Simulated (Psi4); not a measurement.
# ClF (chlorine monofluoride) at OMP2/cc-pVTZ (density fitting for correlation)

What is the energy change on altering one bond length of ClF (chlorine monofluoride) at OMP2/cc-pVTZ (density fitting for correlation)? 

The results are computed with Psi4 1.11.

3 further runs of the same task are left out: 1 that didn't finish, 2 set aside as unsound or not needed.

**1. The structure to begin with**

ClF has 2 atoms, charge 0, and is taken as a singlet. As SMILES, `FCl`. The coordinates come from a PBE0-D4/def2-TZVP relaxation.

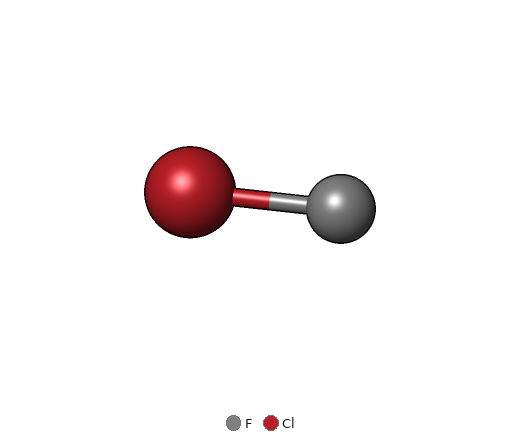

The structure, seen from a chosen angle (fluorine grey, chlorine red).

**2. The energy at OMP2/cc-pVTZ (density fitting for correlation)**

clf.xyz

```xyz
2
ClF
F      0.000000     0.000000     0.031290
Cl     0.000000     0.000000     1.650960
```

run.py

```python
import psi4

psi4.set_memory('2200 MB')
psi4.set_num_threads(1)
psi4.set_output_file('clf.out', False)

with open('clf.xyz') as f:
    atoms = ''.join(f.readlines()[2:])
m = psi4.geometry('0 1\n' + atoms + 'symmetry c1')

psi4.set_options({
    'basis': 'cc-pVTZ',
    'puream': True,
    'e_convergence': 1e-09,
    'd_convergence': 1e-08,
    'scf_type': 'pk',
    'num_frozen_docc': 6,
})

E, wfn = psi4.energy("omp2", return_wfn=True)
print(f'total energy {E:.8f} hartree = {E * 27.211386:.5f} eV')
```

Command:

```bash
python run.py
```

clf.out:

```text
[...]
  Running in c1 symmetry.
[...]
  Nuclear repulsion =   49.988030421326577
[...]
  Multiplicity = 1
[...]
  Nalpha       = 13
  Nbeta        = 13
[...]
    Number of basis functions: 64
[...]
   @RHF iter   1:  -558.87808329107384   -3.16384e-01   3.88712e-03 ADIIS/DIIS
[...]
   @RHF iter  10:  -558.90131580631669   -2.51248e-11   8.57280e-09 DIIS
[...]
    Orbital Energies [Eh]
    ---------------------
    Doubly Occupied:
       1A   -104.935161     2A    -26.353816     3A    -10.652917
       4A     -8.120371     5A     -8.116240     6A     -8.116240
       7A     -1.641028     8A     -1.103832     9A     -0.725103
      10A     -0.725103    11A     -0.699857    12A     -0.490309
      13A     -0.490309
[...]
  @RHF Final Energy:  -558.90131580631669
   => Energetics <=
    Nuclear Repulsion Energy =             49.9880304213265774
    One-Electron Energy =                -873.4381232116792262
    Two-Electron Energy =                 264.5487769840359533
    Total Energy =                       -558.9013158063166884
[...]
 Multipole Moments:
 ------------------------------------------------------------------------------------
     Multipole            Electronic (a.u.)      Nuclear  (a.u.)        Total (a.u.)
 ------------------------------------------------------------------------------------
 L = 1.  Multiply by 2.5417464519 to convert [e a0] to [Debye]
 Dipole X            :         -0.0000000            0.0000000           -0.0000000
 Dipole Y            :         -0.0000000            0.0000000           -0.0000000
 Dipole Z            :         -0.0027564            0.4680760            0.4653196
 Magnitude           :                                                    0.4653196
[...]
	Warning: cc_lambda option is changed to TRUE
	For this residual convergence, default PCG convergence is:     1.00e-07
[...]
	DF-MP2 Total Energy (a.u.)         :  -559.34557422107321
[...]
	DF-MP2 Total Energy (a.u.)         :  -559.35195162687319
[...]
	DF-OMP2 Total Energy (a.u.)        :  -559.35195162689240
[...]
```

On the terminal:

```text
total energy -559.35195163 hartree = -15220.74187 eV
```

It took 82 s on 1 thread of Intel Xeon at 2.50GHz (Skylake/Cascade Lake), shared host; peak memory 0.42 GiB.

**3. The distorted shape at the same level**

clf.json

```json
{
  "schema_name": "qcschema_input",
  "schema_version": 1,
  "molecule": {
    "schema_name": "qcschema_molecule",
    "schema_version": 2,
    "symbols": ["F", "Cl"],
    "geometry": [0.0, 0.0, -0.85914509, 0.0, 0.0, 3.11986224],
    "molecular_charge": 0,
    "molecular_multiplicity": 1,
    "fix_symmetry": "c1",
    "fix_com": true,
    "fix_orientation": true
  },
  "driver": "energy",
  "model": {
    "method": "omp2",
    "basis": "cc-pVTZ"
  },
  "keywords": {
    "puream": true,
    "e_convergence": 1e-09,
    "d_convergence": 1e-08,
    "scf_type": "pk",
    "num_frozen_docc": 6
  }
}
```

Command:

```bash
psi4 --qcschema clf.json -n 1 --memory 2200MB
```

stdout:

```text
[...]
  Running in c1 symmetry.
[...]
  Nuclear repulsion =   38.451801494922101
[...]
  Multiplicity = 1
[...]
  Nalpha       = 13
  Nbeta        = 13
[...]
    Number of basis functions: 64
[...]
   @RHF iter   1:  -558.76674815692058   -6.95590e-01   5.10213e-03 ADIIS/DIIS
[...]
   @RHF iter  11:  -558.81792108562229   -1.36424e-12   2.64418e-09 DIIS
[...]
    Orbital Energies [Eh]
    ---------------------
    Doubly Occupied:
       1A   -104.972022     2A    -26.342582     3A    -10.686597
       4A     -8.153217     5A     -8.149589     6A     -8.149589
       7A     -1.540854     8A     -1.123228     9A     -0.661426
      10A     -0.661426    11A     -0.574676    12A     -0.534809
      13A     -0.534809
[...]
  @RHF Final Energy:  -558.81792108562229
   => Energetics <=
    Nuclear Repulsion Energy =             38.4518014949221012
    One-Electron Energy =                -850.3697930976235284
    Two-Electron Energy =                 253.1000705170790752
    Total Energy =                       -558.8179210856224017
[...]
 Multipole Moments:
 ------------------------------------------------------------------------------------
     Multipole            Electronic (a.u.)      Nuclear  (a.u.)        Total (a.u.)
 ------------------------------------------------------------------------------------
 L = 1.  Multiply by 2.5417464519 to convert [e a0] to [Debye]
 Dipole X            :          0.0000000            0.0000000            0.0000000
 Dipole Y            :         -0.0000000            0.0000000           -0.0000000
 Dipole Z            :        -44.3695377           45.3053523            0.9358146
 Magnitude           :                                                    0.9358146
[...]
	Warning: cc_lambda option is changed to TRUE
	For this residual convergence, default PCG convergence is:     1.00e-07
[...]
	DF-MP2 Total Energy (a.u.)         :  -559.29190871537583
[...]
	DF-MP2 Total Energy (a.u.)         :  -559.30493096579960
[...]
	DF-OMP2 Total Energy (a.u.)        :  -559.30493096584462
[...]
```

The result, in JSON:

```text
{
 "driver": "energy",
 "model": {
  "method": "omp2",
  "basis": "cc-pVTZ"
 },
 "success": true,
 "return_result": -559.3049309658446,
 "properties": {
  "calcinfo_nbasis": 64,
  "calcinfo_nmo": 64,
  "calcinfo_nalpha": 13,
  "calcinfo_nbeta": 13,
  "calcinfo_natom": 2,
  "nuclear_repulsion_energy": 38.4518014949221,
  "return_energy": -559.3049309658446,
  "scf_one_electron_energy": -850.3697930976235,
  "scf_two_electron_energy": 253.10007051707908,
  "scf_dipole_moment": [2.369342092172507e-16, -4.334137168886685e-15, 0.9358146104622449],
  "scf_total_energy": -558.8179210856223,
  "scf_iterations": 11,
  "mp2_singles_energy": 0.0,
  "mp2_doubles_energy": -0.4739876297535666,
  "mp2_correlation_energy": -0.4739876297535375,
  "mp2_total_energy": -559.2919087153758
 }
}
```

Run time: 74 s. Hardware: 1 thread of Intel Xeon at 2.50GHz (Skylake/Cascade Lake), shared host; peak memory 0.42 GiB.

**4. Results**

At OMP2/cc-pVTZ (density fitting for correlation), 6 core orbitals frozen:

| quantity | value |
| --- | --- |
| first shape: total energy | -559.35195 Eh |
| first shape: HOMO energy (Hartree–Fock orbitals) | -13.34 eV |
| first shape: LUMO energy (Hartree–Fock orbitals) | 1.89 eV |
| first shape: HOMO–LUMO gap (Hartree–Fock orbitals) | 15.23 eV |
| first shape: correlation energy (6 core orbitals frozen) | -450.6 mEh |
| distorted shape: total energy | -559.30493 Eh |
| distorted shape: HOMO energy (Hartree–Fock orbitals) | -14.55 eV |
| distorted shape: LUMO energy (Hartree–Fock orbitals) | -2.45 eV |
| distorted shape: HOMO–LUMO gap (Hartree–Fock orbitals) | 12.10 eV |
| distorted shape: correlation energy (6 core orbitals frozen) | -487.0 mEh |
| energy change with the F1–Cl2 bond stretched from 1.620 to 2.106 Å | 1.279 eV |

**Reading.** With the F1–Cl2 bond stretched from 1.620 to 2.106 Å the energy rises by 1.28 eV (123 kJ/mol). The first shape isn't relaxed at this level, so the change isn't measured from a minimum.
